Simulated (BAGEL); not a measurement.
# BNH2Cl (SMILES N[B]Cl) at ROHF/def2-TZVP (density fitting with qzvpp-jkfit)

What is the energy change on altering one bond length of BNH2Cl at ROHF/def2-TZVP (density fitting with qzvpp-jkfit)? 

The results are computed with BAGEL 1.2.2.

2 further runs of the same task are left out: 1 that didn't finish, 1 set aside as unsound or not needed. Runs told in other sessions of the task aren't counted.

## Step 1: Starting point

BNH2Cl: 5 atoms, total charge 0, spin state doublet. SMILES: `N[B]Cl`. The shape is that of a PBE0-D4/def2-TZVP optimisation. This is one conformer, not always the lowest.

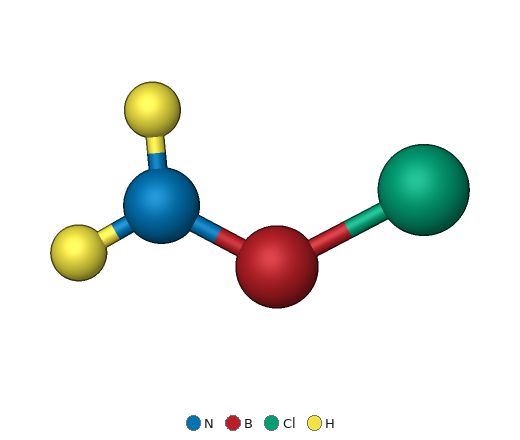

The structure, seen from a chosen angle (nitrogen blue, boron red, chlorine teal, hydrogen yellow).

## Step 2: The energy at ROHF/def2-TZVP (density fitting with qzvpp-jkfit)

job.json

```json
{ "bagel" : [

{
  "title" : "molecule",
  "basis" : "def2-tzvp.json",
  "df_basis" : "qzvpp-jkfit",
  "angstrom" : true,
  "geometry" : [
    { "atom" : "N", "xyz" : [   -0.334000,    0.412100,   -0.256700 ] },
    { "atom" : "B", "xyz" : [   -0.098400,   -0.544600,    0.704400 ] },
    { "atom" : "Cl", "xyz" : [    1.343200,   -1.526200,    0.784600 ] },
    { "atom" : "H", "xyz" : [   -1.176700,    0.959900,   -0.273100 ] },
    { "atom" : "H", "xyz" : [    0.315800,    0.625100,   -1.000600 ] }
  ]
},
{ "title" : "rohf", "nopen" : 1 },
{ "title" : "print", "file" : "orbitals.molden", "orbitals" : true }

]}
```

The basis set def2-TZVP is read from a file made from the Basis Set Exchange's data (not shown).

Command:

```bash
$ BAGEL_NUM_THREADS=1 BAGEL job.json > job.out
```

Standard output:

```text
* using 1 threads per process

  ===============================================================
  ===============================================================

  *** Geometry ***

  { "atom" : "N", "xyz" : [     -0.631169,      0.778756,     -0.485093 ] },
  { "atom" : "B", "xyz" : [     -0.185949,     -1.029145,      1.331123 ] },
  { "atom" : "Cl", "xyz" : [      2.538280,     -2.884100,      1.482679 ] },
  { "atom" : "H", "xyz" : [     -2.223641,      1.813948,     -0.516084 ] },
  { "atom" : "H", "xyz" : [      0.596776,      1.181268,     -1.890860 ] },

  Number of auxiliary basis functions:      316

  Since a DF basis is specified, we compute 2- and 3-index integrals:
    o Being stored without compression. Storage requirement is 0.031 GB

  Number of basis functions:      111
  Number of electrons      :       31

    * METHOD: MOLECULE                             0.14

  *** Open-shell HF ***

  === Nuclear Repulsion ===
    77.6180760985

      * DIIS with orbital gradients will be used.

  === ROHF iteration (def2-tzvp.json) ===
      0       -539.69625311          0.03789883           0.08
      1       -539.81895163          0.02335574           0.08
      2       -539.85393313          0.01351417           0.08
      3       -539.87011117          0.00147520           0.08
      4       -539.87114499          0.00047704           0.09
      5       -539.87135416          0.00015277           0.08
      6       -539.87139422          0.00004500           0.08
      7       -539.87140977          0.00001270           0.09
      8       -539.87141413          0.00000497           0.08
      9       -539.87141499          0.00000171           0.08
     10       -539.87141527          0.00000056           0.08
     11       -539.87141539          0.00000028           0.08
     12       -539.87141539          0.00000009           0.08
     13       -539.87141541          0.00000003           0.08
     14       -539.87141541          0.00000002           0.09
     15       -539.87141541          0.00000001           0.09
    * SCF iteration converged.

    * S^2 (ROHF) is 0.7500

    * Permanent dipole moment:
           (    0.376302,    -0.754342,     0.614017) a.u.

    * METHOD: ROHF                                 1.47

    * METHOD: PRINT                                0.03

  ===============================================================
```

It took 1.8 s on 1 thread of Arm Neoverse V1, shared host; peak memory 0.1 GiB.

## Step 3: The distorted shape, same level

input.json

```json
{ "bagel": [

{
  "title": "molecule",
  "basis": "def2-tzvp.json",
  "df_basis": "qzvpp-jkfit",
  "angstrom": true,
  "geometry": [
    { "atom": "N", "xyz": [      -0.404675,       0.699090,      -0.545010 ] },
    { "atom": "B", "xyz": [      -0.098400,      -0.544600,       0.704400 ] },
    { "atom": "Cl", "xyz": [       1.343200,      -1.526200,       0.784600 ] },
    { "atom": "H", "xyz": [      -1.247375,       1.246890,      -0.561410 ] },
    { "atom": "H", "xyz": [       0.245125,       0.912090,      -1.288910 ] }
  ]
},

{ "title": "rohf", "nopen": 1 },

{ "title": "print", "file": "orbitals.molden", "orbitals": true }

]}
```

The basis set def2-TZVP is read from a file made from the Basis Set Exchange's data (not shown).

Command:

```bash
$ BAGEL_NUM_THREADS=1 BAGEL input.json > input.out
```

Standard output:

```text
* using 1 threads per process

  ===============================================================
  ===============================================================

  *** Geometry ***

  { "atom" : "N", "xyz" : [     -0.764725,      1.321089,     -1.029920 ] },
  { "atom" : "B", "xyz" : [     -0.185949,     -1.029145,      1.331123 ] },
  { "atom" : "Cl", "xyz" : [      2.538280,     -2.884100,      1.482679 ] },
  { "atom" : "H", "xyz" : [     -2.357197,      2.356281,     -1.060911 ] },
  { "atom" : "H", "xyz" : [      0.463219,      1.723600,     -2.435687 ] },

  Number of auxiliary basis functions:      316

  Since a DF basis is specified, we compute 2- and 3-index integrals:
    o Being stored without compression. Storage requirement is 0.031 GB

  Number of basis functions:      111
  Number of electrons      :       31

    * METHOD: MOLECULE                             0.14

  *** Open-shell HF ***

  === Nuclear Repulsion ===
    70.9418547075

      * DIIS with orbital gradients will be used.

  === ROHF iteration (def2-tzvp.json) ===
      0       -539.54855743          0.04246216           0.08
      1       -539.66762397          0.03496113           0.12
      2       -539.73156198          0.02515881           0.08
      3       -539.79345378          0.00200711           0.09
      4       -539.79599979          0.00094557           0.09
      5       -539.79676199          0.00036421           0.09
      6       -539.79693728          0.00010264           0.08
      7       -539.79698970          0.00002605           0.09
      8       -539.79699892          0.00001012           0.08
      9       -539.79700020          0.00000485           0.09
     10       -539.79700065          0.00000207           0.09
     11       -539.79700056          0.00000060           0.09
     12       -539.79700058          0.00000027           0.09
     13       -539.79700056          0.00000010           0.09
     14       -539.79700057          0.00000004           0.09
     15       -539.79700057          0.00000002           0.08
     16       -539.79700057          0.00000001           0.09
    * SCF iteration converged.

    * S^2 (ROHF) is 0.7500

    * Permanent dipole moment:
           (    0.081612,    -0.171709,     0.142896) a.u.

    * METHOD: ROHF                                 1.62

    * METHOD: PRINT                                0.03

  ===============================================================
```

Run time: 1.9 s. Hardware: 1 thread of Arm Neoverse V1, shared host; peak memory 0.1 GiB.

## Step 4: Summary of results

Level: ROHF/def2-TZVP (density fitting with qzvpp-jkfit).

| quantity | value |
| --- | --- |
| first shape: total energy | -539.87142 Eh |
| first shape: dipole moment | 2.65 D |
| first shape: ⟨S²⟩ | 0.750 |
| distorted shape: total energy | -539.79700 Eh |
| distorted shape: dipole moment | 0.60 D |
| distorted shape: ⟨S²⟩ | 0.750 |
| energy change with the N1–B2 bond stretched from 1.376 to 1.789 Å | 2.025 eV |

What this shows: With the N1–B2 bond stretched from 1.376 to 1.789 Å the energy rises by 2.02 eV (195 kJ/mol). The first shape isn't relaxed at this level, so the change isn't measured from a minimum.
